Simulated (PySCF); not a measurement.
# Run report: GeAsH5O, property calculation

The run: property calculation of GeAsH5O, SMILES O[AsH][GeH3]. Method and program: HF/def2-SVP, RHF (PySCF 2.14.0).

The geometry comes from this level: PBE0-D4/def2-TZVP.

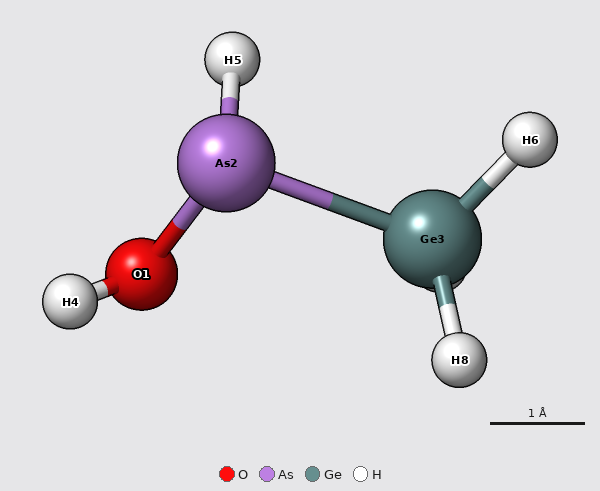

The input geometry (ball-and-stick view, seen on its broad side; atoms are numbered from 1 in the order of the input). Sticks mark near contacts. Bond lengths as drawn: As–Ge 2.43 Å, As–H 1.53 Å, As–O 1.81 Å, Ge–H 1.54 Å and H–O 0.96 Å.

The input (job.py)
```python
import numpy
from pyscf import gto, scf, lo

system = gto.Mole()
system.atom = '''
O     -2.700230     0.770630    -2.437558
As    -1.072420     2.292994     0.162516
Ge     1.431279    -1.391027     1.293140
H     -4.431786     1.313549    -2.396173
H      1.089427     3.378074    -1.420885
H      3.623172    -0.531391     3.002019
H      2.481210    -2.694749    -1.076766
H     -0.246987    -3.245983     2.768449
'''
system.unit = 'bohr'
system.basis = 'def2-svp'
system.spin = 0
system.max_memory = 1860
system.verbose = 3
system.build()

mf = scf.RHF(system)
mf.conv_tol = 0.01
mf.kernel()

etot = mf.e_tot
print('E = %.10f Eh' % etot)
mf.analyze()
quad = mf.quad_moment()
occ = mf.mo_coeff[:, mf.mo_occ > 0]
iaos = lo.vec_lowdin(lo.iao.iao(system, occ), mf.get_ovlp())
c = iaos.T @ mf.get_ovlp() @ occ
pop_iao, q_iao = scf.hf.mulliken_pop(lo.iao.reference_mol(system), (c * mf.mo_occ[mf.mo_occ > 0]) @ c.T, numpy.eye(c.shape[0]), verbose=0)
print('IAO charges', numpy.round(q_iao, 4))
```

Launched with:
```bash
OMP_NUM_THREADS=1 python job.py
```

What the program printed
```
converged SCF energy = -4386.72943528929
E = -4386.7294352893 Eh
**** MO energy ****
MO #1   energy= -432.556569698915  occ= 2
MO #2   energy= -405.205354150869  occ= 2
MO #3   energy= -56.3026084019994  occ= 2
MO #4   energy= -52.1331457654763  occ= 2
MO #5   energy= -50.1622764997184  occ= 2
MO #6   energy= -50.1617340741948  occ= 2
MO #7   energy= -50.1612940427992  occ= 2
MO #8   energy= -46.2345164221358  occ= 2
MO #9   energy= -46.2340374977009  occ= 2
MO #10  energy= -46.2339248386284  occ= 2
MO #11  energy= -20.5546198858782  occ= 2
MO #12  energy= -8.04043723512549  occ= 2
MO #13  energy= -7.18801400341787  occ= 2
MO #14  energy= -5.89913553859001  occ= 2
MO #15  energy= -5.89610788105888  occ= 2
MO #16  energy= -5.89333234113621  occ= 2
MO #17  energy= -5.16637193572501  occ= 2
MO #18  energy= -5.16545763062609  occ= 2
MO #19  energy= -5.16519479233529  occ= 2
MO #20  energy= -2.1336803224045   occ= 2
MO #21  energy= -2.13109919238815  occ= 2
MO #22  energy= -2.12769114693022  occ= 2
MO #23  energy= -2.12435991931439  occ= 2
MO #24  energy= -2.12254475542168  occ= 2
MO #25  energy= -1.63921788669862  occ= 2
MO #26  energy= -1.63909771834833  occ= 2
MO #27  energy= -1.63869188737321  occ= 2
MO #28  energy= -1.63557609036662  occ= 2
MO #29  energy= -1.63547597937226  occ= 2
MO #30  energy= -1.30525088894853  occ= 2
MO #31  energy= -0.825318849562494 occ= 2
MO #32  energy= -0.707944428584438 occ= 2
MO #33  energy= -0.636169302261469 occ= 2
MO #34  energy= -0.552001144277932 occ= 2
MO #35  energy= -0.521024332629944 occ= 2
MO #36  energy= -0.47908634265887  occ= 2
MO #37  energy= -0.474709273258657 occ= 2
MO #38  energy= -0.413673090970522 occ= 2
MO #39  energy= -0.350520181676029 occ= 2
MO #40  energy= 0.106867410234419  occ= 0
MO #41  energy= 0.140478694759128  occ= 0
MO #42  energy= 0.157739606777826  occ= 0
MO #43  energy= 0.175559794965899  occ= 0
MO #44  energy= 0.20222922939063   occ= 0
MO #45  energy= 0.214504476534819  occ= 0
MO #46  energy= 0.238979116434252  occ= 0
MO #47  energy= 0.342851643409905  occ= 0
MO #48  energy= 0.427322010454207  occ= 0
MO #49  energy= 0.439410171556126  occ= 0
MO #50  energy= 0.447189826509828  occ= 0
MO #51  energy= 0.466847249642166  occ= 0
MO #52  energy= 0.482132267275086  occ= 0
MO #53  energy= 0.498367677009238  occ= 0
MO #54  energy= 0.570833973704735  occ= 0
MO #55  energy= 0.616144443906963  occ= 0
MO #56  energy= 0.640183474074734  occ= 0
MO #57  energy= 0.652430431383414  occ= 0
MO #58  energy= 0.665334208153317  occ= 0
MO #59  energy= 0.681972504183376  occ= 0
MO #60  energy= 0.738171987248752  occ= 0
MO #61  energy= 0.756124037807983  occ= 0
MO #62  energy= 0.795303215773067  occ= 0
MO #63  energy= 0.803140913904666  occ= 0
MO #64  energy= 0.895211058059112  occ= 0
MO #65  energy= 0.935556700835555  occ= 0
MO #66  energy= 1.05813230220888   occ= 0
MO #67  energy= 1.11861559617345   occ= 0
MO #68  energy= 1.14433926354734   occ= 0
MO #69  energy= 1.18586418237422   occ= 0
MO #70  energy= 1.3004959771747    occ= 0
MO #71  energy= 1.32405681770049   occ= 0
MO #72  energy= 1.39860975206979   occ= 0
MO #73  energy= 1.60859696632515   occ= 0
MO #74  energy= 1.62469013027766   occ= 0
MO #75  energy= 1.71647789012442   occ= 0
MO #76  energy= 1.76460509665174   occ= 0
MO #77  energy= 1.76944586948387   occ= 0
MO #78  energy= 1.80762923091931   occ= 0
MO #79  energy= 1.84781501666025   occ= 0
MO #80  energy= 1.8941784520948    occ= 0
MO #81  energy= 1.98141317777687   occ= 0
MO #82  energy= 2.02513021612519   occ= 0
MO #83  energy= 2.04040459104053   occ= 0
MO #84  energy= 2.16541065901463   occ= 0
MO #85  energy= 2.17992786582266   occ= 0
MO #86  energy= 2.18985255947754   occ= 0
MO #87  energy= 2.25236760061056   occ= 0
MO #88  energy= 2.56291799652735   occ= 0
MO #89  energy= 2.81157013800633   occ= 0
MO #90  energy= 2.81719815461331   occ= 0
MO #91  energy= 2.98129249852181   occ= 0
MO #92  energy= 2.99438038289077   occ= 0
MO #93  energy= 3.07511749312715   occ= 0
MO #94  energy= 3.07844574399709   occ= 0
MO #95  energy= 3.1792382689786    occ= 0
MO #96  energy= 3.23711376708846   occ= 0
MO #97  energy= 3.25176629301909   occ= 0
MO #98  energy= 3.30228203822059   occ= 0
MO #99  energy= 3.32742253707983   occ= 0
MO #100 energy= 3.40094798898555   occ= 0
MO #101 energy= 3.41450961385041   occ= 0
MO #102 energy= 3.44866222721833   occ= 0
MO #103 energy= 4.11907934100724   occ= 0
 ** Mulliken atomic charges  **
charge of    0O =     -0.73753
charge of    1As =      0.39283
charge of    2Ge =      0.38083
charge of    3H =      0.32085
charge of    4H =     -0.05943
charge of    5H =     -0.10631
charge of    6H =     -0.09022
charge of    7H =     -0.10101
Dipole moment(X, Y, Z, Debye): -0.39523,  0.67742,  0.88809
Traceless quadrupole moment (Debye*A):

IAO charges [-0.7861  0.4455  0.4564  0.3522 -0.0846 -0.1355 -0.1189 -0.1291]
```

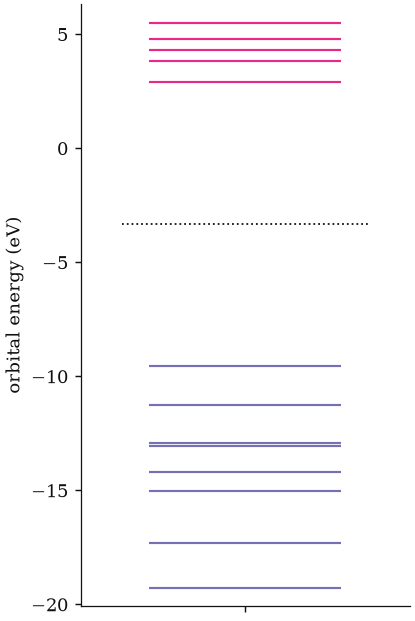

Orbital energies near the frontier; the dotted line parts filled from empty levels, and levels within 0.02 eV of each other stand side by side. Highest filled −9.54 eV, lowest empty 2.91 eV, 12.45 eV apart.

Summary

- outcome: converged
- total energy: −4386.729435 hartree
- basis functions: 103
- HOMO: −9.54 eV
- LUMO: 2.91 eV
- dipole moment: 1.18 D
- hardware: 1 thread of Arm Neoverse V1, 24 GiB of memory available, shared host
- wall time: 2.5 s
- peak memory: 0.23 GiB
